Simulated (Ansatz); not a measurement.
## A computed series for HfO2: pressure series

Consider HfO₂ in the fluorite structure (space group Fm-3m, No. 225; a = 5.0976 Å).

Cell and atoms are relaxed at each pressure.

All numbers come from Kohn–Sham DFT with the PBE functional, run in Ansatz (a first-principles code) with PAW and 420 eV plane waves, no spin-orbit coupling.

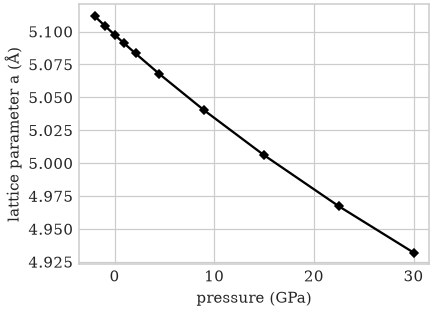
Figure. Lattice parameter a against pressure

| pressure (GPa) | lattice parameter a |
|---|---|
| -2 | 5.112 Å |
| -1 | 5.105 Å |
| 0.9 | 5.091 Å |
| 2.1 | 5.083 Å |
| 4.5 | 5.068 Å |
| 9 | 5.040 Å |
| 15 | 5.006 Å |
| 22.5 | 4.967 Å |
| 30 | 4.932 Å |

Load acts through the strain it causes; cell and atoms are relaxed under it. Stability against distortions was not tested. Competing high-pressure phases were not computed. This is not the structure that HfO2 has at room temperature and ambient pressure.
